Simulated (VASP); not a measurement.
Band structure of BP (space group P6_3mc). Level of theory: LDA (Ceperley-Alder, Perdew-Zunger), VASP's LDA PAW potentials (set 64) (plane waves; VASP).

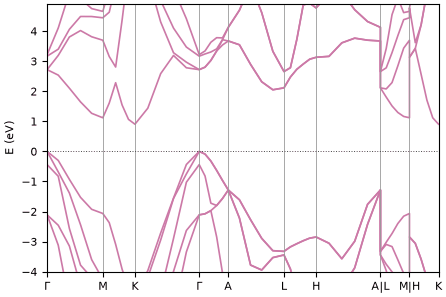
Figure. Bands along high-symmetry lines, zero at the valence-band maximum or, without a gap, the Fermi level

Q: Read the plot: is there a gap, and where are the band edges?

A: The gap is indirect, 0.90 eV, from the valence maximum at Γ to the conduction minimum at K.

The structure comes from a computed database's BP entry (P6_3mc); how it stands against other phases isn't given here. The cell was not relaxed at this level.
